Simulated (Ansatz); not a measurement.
# C$_{2}$H$_{3}$S: single-point calculation

C$_{2}$H$_{3}$S, multiplicity 2, computed with UKS PBE0-D4/def2-TZVPP (Ansatz 0.2.0).

The geometry is the product side of a reaction. The reaction was set up to form H1–S4 and to break H1–C2 (atoms counted from 1 in the order of the input); sticks are drawn by distance alone. The geometry comes from this level: PBE0-D4/def2-TZVP.

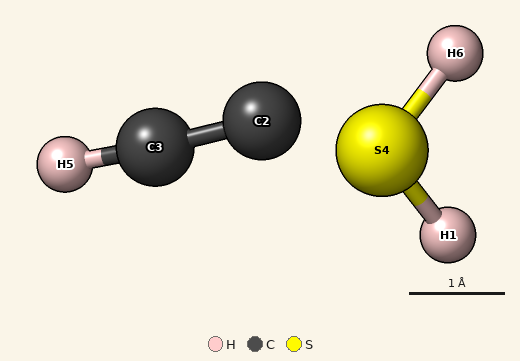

**Figure 1.** The structure (ball-and-stick view, seen at a tilt; atoms are numbered from 1 in the order of the input).

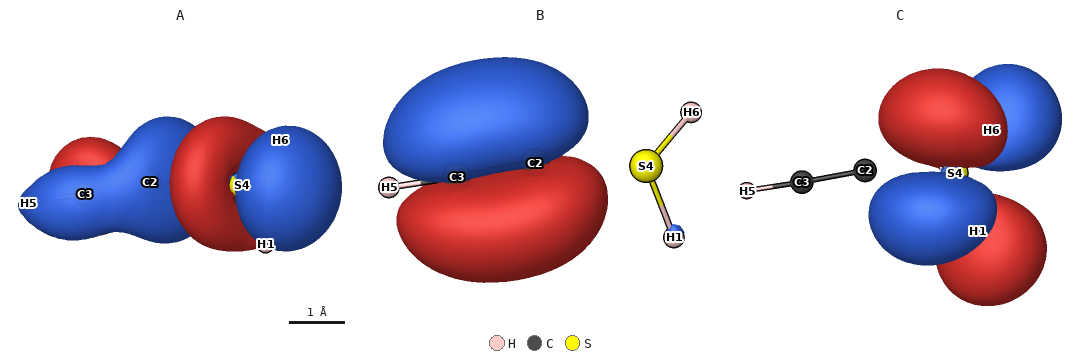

**Figure 2.** Three frontier orbitals at ±0.1 Å⁻³ᐟ² (red and blue are the two phases). B is the HOMO−1 (α) (−7.52 eV). A is the HOMO (α) (−5.95 eV). By Hirshfeld shares it lies mainly on S4 (45 %), C2 (30 %) and C3 (20 %). C is the LUMO (α) (−0.29 eV). It lies mainly on S4 (60 %), H1 (20 %) and H6 (20 %). The HOMO–LUMO gap is 5.66 eV between the orbital energies.

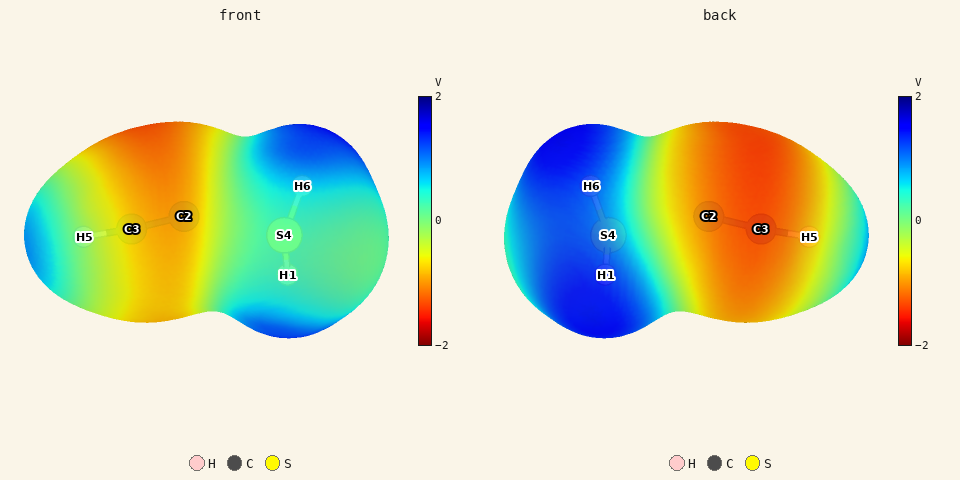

**Figure 3.** The electrostatic potential painted on the density surface at 0.001 e/bohr³, seen face on and from behind; the colour scale runs from red (negative) to blue (positive).

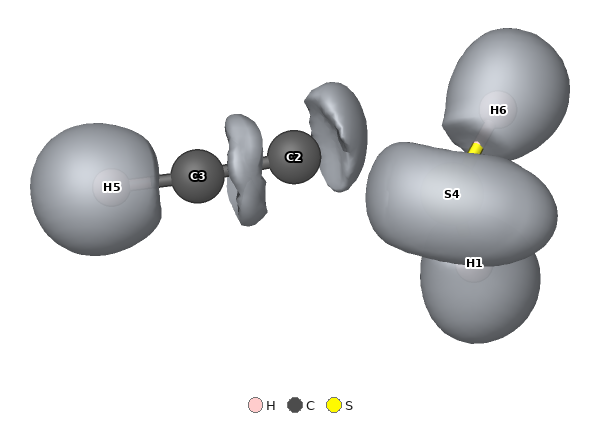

**Figure 4.** Isosurface of the ELF at 0.85 (grey), seen face on. Only the valence region is drawn (cores and ρ < 0.01 e/Å³ removed). Profiles from the grid: C2···S4 (2.27 Å): the ELF peaks at about 0.85 between the atoms. C–C (1.22 Å): the ELF peaks at about 0.85 between the atoms (a multiple bond by its length, whose ELF region spreads away from the axis).

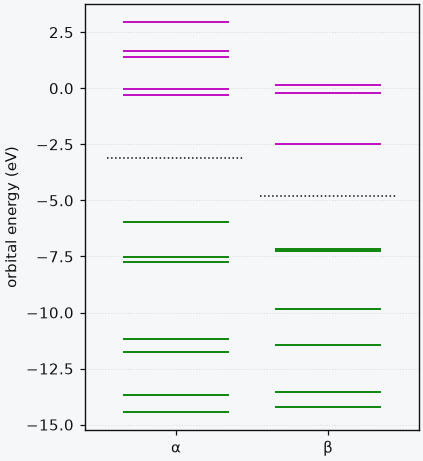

**Figure 5.** Orbital energies near the frontier for α and β spins; the dotted line parts filled from empty levels, and levels within 0.02 eV of each other stand side by side. α: highest filled −5.95 eV, lowest empty −0.29 eV, 5.66 eV apart; β: highest filled −7.16 eV, lowest empty −2.48 eV, 4.68 eV apart.

The input and output of the run follow.

**The input**
```yaml
crystal:
  periodic: [false, false, false]
  atoms:
    - {symbol: H, position_ang: [-1.574529, 0.797910, 0.868506]}
    - {symbol: C, position_ang: [0.231710, -0.351763, -0.552253]}
    - {symbol: C, position_ang: [1.093560, -0.018385, -1.345638]}
    - {symbol: S, position_ang: [-0.498106, 0.305372, 1.498352]}
    - {symbol: H, position_ang: [1.801294, 0.171906, -2.120647]}
    - {symbol: H, position_ang: [-1.053829, -0.905141, 1.651679]}
basis:
  gaussian: {orbitals: def2-TZVPP}
magnetization: {spin_polarized: true, initial_magnetization: 1}
hamiltonian: {xc: pbe0, dispersion: d4}
output: {orbitals: {seedname: orbitals}}
```

Run as:
```bash
ansatz run in.yaml --threads 2 --pin off --events-out ev --progress --plain --max-ram 4352MiB
```

**Output**
```
Functional definition: PBE0
  name "PBE0"
  cite "Adamo & Barone, J. Chem. Phys. 110, 6158 (1999) doi:10.1063/1.478522"
  cite "Perdew, Burke & Ernzerhof, Phys. Rev. Lett. 77, 3865 (1996) doi:10.1103/PhysRevLett.77.3865"
  parent pbe
  parameter a = 0.25
  parameter kappa = 0.804
  parameter beta = 0.06672455060314922
  exchange = (1 - a)*pbe_x(kappa = kappa, mu = beta*pi^2/3) + a*exact_x
  correlation = pbe_c(beta = beta)
852 factors; their error is unknown
mean field evaluation 1: about -12940.2588 eV, gradient 3.6e1 eV
mean field evaluation 2: about -12853.2849 eV, gradient 9.6e1 eV
mean field evaluation 4: about -12947.5003 eV, gradient 6.6e0 eV
mean field evaluation 8: about -12947.7208 eV, gradient 2.3e-1 eV
mean field evaluation 16: about -12947.7372 eV, gradient 1.6e-3 eV
mean field -12947.73716697 eV, -475.8205645947 hartree, gradient 2.2e-5 eV, S^2 0.760265; 0 other end points of the search recorded, 0 dependent functions left out
reference -12947.73719215 eV, -475.8205655199 hartree; 16, 15 occupied and 130, 131 virtual orbitals, 852 factors
Total energy: -12947.81231363 eV, -475.8233261834 hartree
```

**Results in brief**

| quantity | value |
| --- | --- |
| outcome | converged |
| total energy | −12947.8123 eV |
| mean-field energy | −12947.7372 eV |
| dispersion energy | −0.0751 eV |
| ⟨S²⟩ | 0.760 |
| SCF solution under orbital rotations | stable |
| HOMO (either spin) | −5.95 eV |
| LUMO (either spin) | −2.48 eV |
| hardware | 2 CPU threads, shared host |
| wall time | 2.3 s (CPU time 4.3 s) |
| peak memory | 0.31 GiB |
